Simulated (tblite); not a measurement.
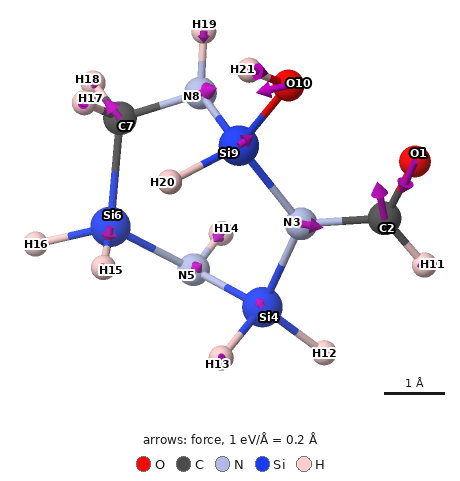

Starting geometry of C$_{2}$H$_{11}$N$_{3}$O$_{2}$Si$_{3}$ with the computed forces as purple arrows. Style: ball-and-stick. Shown at a tilt.

These are results of tblite 0.8.0, GFN2-xTB geometry optimisation, gas phase, not measurements. 

Q: What follows when this structure is relaxed?

A: It isn't relaxed: the largest force vector, on C2, is 3.73 eV/Å. The final displacements follow the starting forces only in part (cosine between the two patterns 0.32). H21 moves most after the best rigid fit: 1.70 Å. By element the largest moves are H 1.70 Å, N 0.49 Å, O 0.36 Å, C 0.28 Å, Si 0.21 Å. Among the contacts that change: Si6–Si9 3.231 → 3.412 Å, N8–Si9 1.794 → 1.707 Å, Si9–O10 1.695 → 1.610 Å, C2–N3 1.410 → 1.338 Å. Among the angles between lasting bonds that change: Si4–N5–Si6 109.3° → 128.8°, C7–N8–Si9 109.7° → 128.8°, N8–Si9–H20 106.9° → 117.1°. Groups turn about Si9–O10 by about 130°. Over 117 geometry steps the energy falls by 39.2 kcal/mol. Cost: 2.6 s on 1 thread of Arm Neoverse N1, on a shared host.
